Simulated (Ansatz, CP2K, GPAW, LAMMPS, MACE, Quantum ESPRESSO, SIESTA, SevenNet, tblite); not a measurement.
## tblite runs on amorphous 29Ga2O3-71GeO2 (mol %) (86 atoms)

Aim: run amorphous 29Ga2O3-71GeO2 (mol %) (86 atoms) in tblite and see how near its forces come to a plane-wave reference, and at what cost.

Method: the method is named at each step, in tblite 0.8.0.

## (1) The starting structure

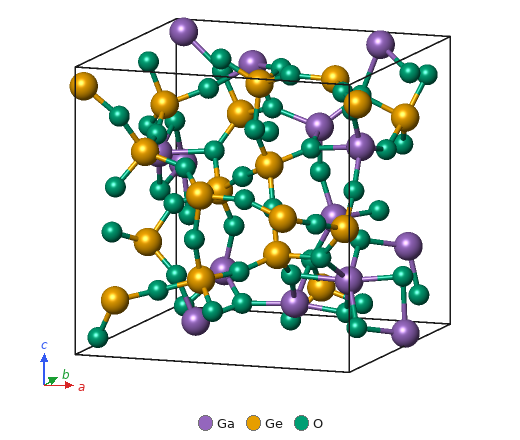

The cell as given, slightly off an axis (gallium purple, germanium orange, oxygen teal). Some periodic images of atoms are drawn too.

The cell holds 86 atoms: 14 Ga, 17 Ge and 55 O. Cell: a = 10.944 Å, b = 10.944 Å, c = 10.944 Å, α = 90.0°, β = 90.0°, γ = 90.0°. 86 atoms (14 Fe, 17 Ge, 55 O) placed at random at 3.74 g/cm³, melted at 5000 K for 10 ps at fixed volume with the Morse and Coulomb pair potential with partial charges (Pedone, Malavasi, Menziani, Cormack and Segre, J. Phys. Chem. B 110, 11780 (2006)). Quenched from 5000 K to 300 K at 100 K/ps and fixed volume, held 5 ps, then minimised at fixed cell. Then Fe was replaced by Ga and the cell scaled by 1.006 (the potential has no terms for the new elements, so the cell is a start for a DFT relaxation).

The yardstick, on the same geometry:

| Item | Value |
| --- | --- |
| method | Kohn-Sham DFT, PBE, PAW, plane waves (Ansatz 0.2.0); cutoff 420 eV, Γ point, fermi-dirac smearing of 0.05 eV; PAW set soft_2 |
| r.m.s. force component | 0.7887 eV/Å |
| longest force | 2.383 eV/Å |
| pressure | -2.484 GPa |
| gap (highest filled to lowest empty level) | 1.105 eV |
| SCF cycles | 10 |
| time | 12 s on 8 threads of Arm Neoverse V2, shared host |
| CPU time | 87 s |

## (2) GFN1-xTB

Method: GFN1-xTB tight binding, diagonalisation.

File run.py:

```python
import numpy as np
from ase.io import read
from tblite.ase import TBLite

atoms = read("structure.xyz")
atoms.calc = TBLite(method="GFN1-xTB", electronic_temperature=580, accuracy=1.0, max_iterations=250, mixer_damping=0.4, verbosity=1)
energy = atoms.get_potential_energy()
forces = atoms.get_forces()
print(f"energy {energy:.6f} eV")
print("forces (eV/A)")
for i, (a, f) in enumerate(zip(atoms, forces)):
    print(f"{i:4d} {a.symbol:2s} {f[0]:10.5f} {f[1]:10.5f} {f[2]:10.5f}")
stress = -atoms.get_stress(voigt=False) * 160.21766
print("stress (GPa, compression positive)")
for row in stress:
    print(" ".join(f"{x:10.4f}" for x in row))
print("charges (e)")
print(np.array2string(atoms.get_charges(), precision=4, suppress_small=True, max_line_width=110, threshold=100000))
```

File structure.xyz:

```xyz
86
Lattice="10.94387 0.00000 0.00000 0.00000 10.94387 0.00000 0.00000 0.00000 10.94387" Properties=species:S:1:pos:R:3 pbc="T T T"
Ga 9.22262 5.88375 7.49020
Ga 0.41926 10.52844 5.54624
Ga 10.88302 6.22750 0.43294
Ga 4.35205 7.41108 10.06967
Ga 6.21382 6.94060 1.15972
Ga 8.74995 5.93464 2.35895
Ga 10.06639 8.76440 3.27145
Ga 6.78443 8.05338 7.73261
Ga 3.03561 7.87871 2.04650
Ga 2.89301 5.20206 0.56525
Ga 1.05980 8.86136 10.85610
Ga 7.21223 8.51159 4.21241
Ga 8.96325 8.75028 10.88313
Ga 0.52914 7.58640 6.43576
Ge 10.92778 0.96219 10.04910
Ge 5.73130 4.41279 9.92456
Ge 1.65154 5.20337 8.74164
Ge 8.97157 3.82663 10.38716
Ge 3.20929 6.86213 5.29103
Ge 3.33722 8.88817 7.87608
Ge 2.03731 2.03457 7.49841
Ge 1.52437 0.17215 2.12968
Ge 9.47389 3.48792 4.78160
Ge 6.18942 9.85485 1.27912
Ge 0.99031 5.17754 3.47599
Ge 6.53688 4.14532 3.50259
Ge 4.50023 1.41526 2.89006
Ge 5.85924 5.12436 6.70017
Ge 4.74581 0.65050 6.23658
Ge 8.15647 0.35206 5.62033
Ge 9.72866 9.33622 8.05173
O 3.72442 1.83572 7.03308
O 6.60331 8.61140 5.92950
O 4.19019 6.70575 1.08082
O 6.25366 8.61009 2.55091
O 3.07588 6.08118 9.30262
O 5.38537 0.26145 1.92929
O 8.38114 10.15022 4.29175
O 0.50232 9.41249 7.34509
O 3.51068 7.66312 3.82806
O 9.56188 7.75461 7.09108
O 9.83482 2.30719 10.21085
O 4.88600 8.11586 8.32741
O 2.22686 4.91960 2.33356
O 6.30717 4.33191 5.22001
O 7.22733 3.70658 10.45949
O 9.19143 10.54026 6.80643
O 1.88092 3.73022 7.87597
O 2.59556 8.87964 9.46174
O 2.83665 1.27649 2.40678
O 10.79886 6.19806 2.60300
O 3.94614 10.24182 7.01163
O 6.57398 5.56375 2.50264
O 1.26478 1.33636 8.92954
O 4.46390 0.79332 4.53011
O 2.63791 7.89567 6.59040
[... 26 atom lines left out ...]
O 0.72240 0.48635 0.61001
O 4.47517 5.98608 6.04430
O 8.31822 4.03938 3.52415
O 2.29427 9.58891 1.67901
```

The run is started by

```bash
> OMP_NUM_THREADS=1 python run.py > output.txt
```

Log:

```text
------------------------------------------------------------
  cycle        total energy    energy error   density error
------------------------------------------------------------
      1     -247.7074239733  -2.4797101E+02   1.0890442E+00
      2     -303.2346498951  -5.5527226E+01   1.8410747E+00
      3     -150.9076957142   1.5232695E+02   1.1565708E+00
      4     -288.4860803673  -1.3757838E+02   5.2572453E-01
      5     -290.1332749456  -1.6471946E+00   4.4455217E-01
      6     -301.1872378229  -1.1053963E+01   2.3444164E-01
      7     -303.0958591064  -1.9086213E+00   1.7728054E-01
      8     -304.9024320108  -1.8065729E+00   1.1644287E-01
      9     -305.3585897372  -4.5615773E-01   7.6731113E-02
     10     -305.5487865548  -1.9019682E-01   5.5676477E-02
     11     -305.5546184009  -5.8318461E-03   4.7635540E-02
     12     -305.5349089001   1.9709501E-02   4.2339330E-02
     13     -305.7046111696  -1.6970227E-01   1.8954029E-02
     14     -305.7160145914  -1.1403422E-02   1.5931601E-02
     15     -305.7379799867  -2.1965395E-02   7.9735813E-03
     16     -305.7409282107  -2.9482240E-03   5.1225895E-03
     17     -305.7418818484  -9.5363777E-04   4.1579448E-03
     18     -305.7431686825  -1.2868340E-03   1.6271301E-03
     19     -305.7432122375  -4.3555080E-05   1.2452006E-03
     20     -305.7433326280  -1.2039047E-04   5.8321222E-04
     21     -305.7433450298  -1.2401839E-05   4.4987186E-04
     22     -305.7433633924  -1.8362595E-05   1.5561187E-04
     23     -305.7433645872  -1.1947375E-06   8.9636582E-05
     24     -305.7433649417  -3.5455162E-07   6.2441450E-05
     25     -305.7433651912  -2.4943057E-07   3.4567712E-05
     26     -305.7433652210  -2.9826708E-08   2.7302084E-05
     27     -305.7433652831  -6.2080062E-08   1.2228169E-05
------------------------------------------------------------
 total:                                   4.711 sec
energy -8319.700737 eV
forces (eV/A)
   0 Ga   -0.18705   -0.67095   -0.17471
   1 Ga    0.35974   -0.25913    0.46291
   2 Ga    0.73148    0.18257   -0.30234
   3 Ga    0.38605   -0.45658   -0.15704
   4 Ga    0.47545    0.00334   -0.28069
   5 Ga    0.02017    1.02176   -0.36338
   6 Ga    0.02094   -0.47777   -0.23609
   7 Ga   -0.13237   -0.11031   -1.17704
   8 Ga   -0.57352   -0.33250   -0.23664
   9 Ga    0.14106    0.47004   -0.09880
  10 Ga   -0.05188   -1.68342    0.43883
  11 Ga    0.43292    0.56160    0.20197
  12 Ga   -0.17574   -0.86202    0.98560
  13 Ga   -0.22267    0.87535    0.72053
  14 Ge    0.31295   -0.21167   -0.53010
  15 Ge   -0.05702    1.66339    0.46833
  16 Ge    0.68947    1.24594    0.45421
  17 Ge   -0.22915    1.28131   -0.73220
  18 Ge    0.02841   -0.07725   -0.59219
  19 Ge    0.86961   -0.26444    0.20411
  20 Ge   -0.68829   -0.57560   -0.13886
  21 Ge    0.38035   -0.87042    0.63172
  22 Ge   -0.60603    1.13686    0.67868
  23 Ge    0.09585   -1.37823   -0.12238
[...]
78 O     0.42596    0.61356    0.17963
  79 O    -0.27352    0.47362    0.40326
  80 O     0.27414    0.09906   -0.03783
  81 O    -0.31091   -0.20304   -0.79873
  82 O    -0.07143    0.49676    0.01620
  83 O    -0.29925   -0.15954    0.14221
  84 O     0.32254   -0.28555   -0.66137
  85 O     0.49878   -0.24453   -0.36968
stress (GPa, compression positive)
   -2.5710    -0.7250     0.0014
   -0.7250    -1.3870    -0.5847
    0.0014    -0.5847    -4.6875
charges (e)
[ 0.5417  0.5321  0.584   0.5737  0.5707  0.5564  0.5551  0.5311  0.5601  0.5563  0.5617  0.5227  0.5567
  0.5496  0.6794  0.6706  0.6781  0.6722  0.6877  0.7     0.668   0.6775  0.6697  0.6658  0.6703  0.6772
  0.6786  0.6878  0.6785  0.6784  0.7289 -0.3353 -0.3981 -0.3177 -0.3548 -0.4121 -0.3413 -0.3628 -0.3859
 -0.3564 -0.3394 -0.3318 -0.3248 -0.3754 -0.3518 -0.348  -0.3486 -0.3377 -0.3377 -0.3307 -0.3596 -0.3459
 -0.3464 -0.3563 -0.3577 -0.3144 -0.3361 -0.326  -0.3376 -0.3431 -0.3369 -0.3388 -0.3424 -0.4007 -0.3793
 -0.3324 -0.3772 -0.3579 -0.3377 -0.3444 -0.3716 -0.328  -0.3662 -0.351  -0.375  -0.3724 -0.3859 -0.3476
 -0.325  -0.3737 -0.3407 -0.3554 -0.3368 -0.3488 -0.3332 -0.3481]
```

Run time: 5.2 s. Hardware: 1 thread of Arm Neoverse V2, shared host; peak memory 0.13 GiB.

Banners, paths, timers and routine set-up lines are dropped from the logs unmarked, and long logs keep their key lines alone; longer cuts are marked.

Against the reference:

```
r.m.s. force component                  : 0.5698 eV/Å
r.m.s. difference of force components   : 464.6 meV/Å
longest difference of force vectors     : 1632 meV/Å
force difference over r.m.s. force      : 58.9 %
slope of forces against the reference's : 0.5875
correlation of force components         : 0.8132
pressure                                : -2.882 GPa
pressure difference                     : -0.3982 GPa
```

Length of the force difference by element (eV/Å):

```
element  atoms  mean  most
     Ga     14  0.49  0.77
     Ge     17  0.69   1.2
      O     55  0.76   1.6
```

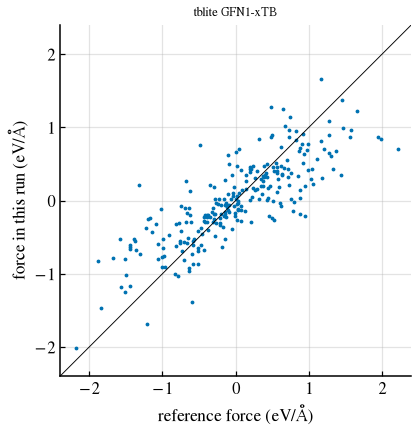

Force components against those of the reference; the line marks equality.

A closer look about O55, picked at random: 9 atoms, nearest first, numbered in the order of the input, with positions taken from that point.

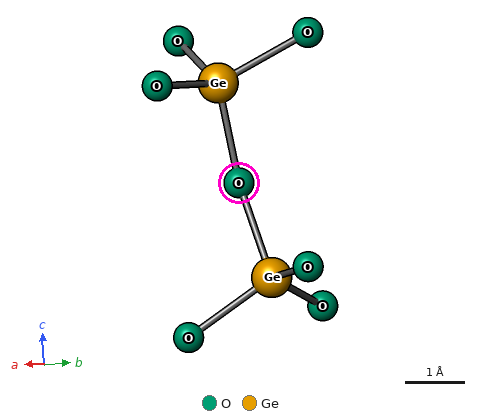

The atoms of the table, within 2.9 Å (arrows a, b, c point along x, y, z); some may hide others; the central atom is ringed.

```
atom      x      y      z  distance (Å)  bonds  Mulliken charge (e)     Fx     Fy  Fz (eV/Å)
 O55   0.00   0.00   0.00          0.00      2                -0.36  -0.42  -0.19       0.03
Ge29   0.28  -0.14   1.71          1.74      4                 0.68  -0.21  -0.22      -0.52
Ge27   0.04   0.62  -1.64          1.75      4                 0.68   0.38  -0.91       0.78
 O61   2.06  -0.16   1.66          2.65      2                -0.34  -0.29   0.40       0.77
 O50  -1.63   0.48  -2.12          2.72      2                -0.33   0.35   1.23      -0.19
 O58   1.02   2.08  -1.52          2.77      2                -0.33  -0.37  -0.20      -0.55
 O37   0.92  -0.53  -2.60          2.81      2                -0.34  -0.22   1.09      -0.05
 O32  -0.74   1.04   2.50          2.81      2                -0.34   0.51   0.90       0.41
 O52  -0.52  -1.50   2.48          2.94      2                -0.35   0.18   0.27      -0.39
```

Atoms are counted from 1 here, from 0 in the log.

Forces lie 59 % from the reference's, at 0.060 times its CPU time (on 1 against 8 cores).

Left out of this page: tblite IPEA1-xTB (killed or ended with an error).

## (3) Results

| Item | Value |
| --- | --- |
| force difference from the reference | tblite GFN1-xTB, 59 % |
| its CPU time | 5.2 s |

Tight binding differs by 59 % (tblite GFN1-xTB); it is another model, with fitted parameters of its own, and the xTB methods hold dispersion. One electronic-structure run takes under half the reference's CPU time: tblite GFN1-xTB, at 59 % in 5.2 s against 87 s. Periodic xTB results under one method name differ between programs and library versions. The quench rate of 100 K/ps is many orders above laboratory rates, so the cell is likely richer in defects and strain than a real sample. The network of bonds at the start is that of the classical potential that made the cell, and needn't be the one that DFT or experiment would give. The reference's pressure of -2.5 GPa belongs to a cell and atoms that aren't relaxed at this level. The electronic-structure runs sample only Γ, in a cell whose shortest periodic width is 11 Å.

[Also dropped from logs without a mark: logging warnings of Python, and SIESTA's first energy breakdown and zero terms.]

[Logs are printed without paths, hosts, clocks, repeated set-up lines and the standing remarks that a program may print on its own settings, such as how far it seeks lower states.]

[Hosts, paths, dates, database ids (printed as entryN), source tags and the programs' standing remarks are cut or masked in the printed files.]
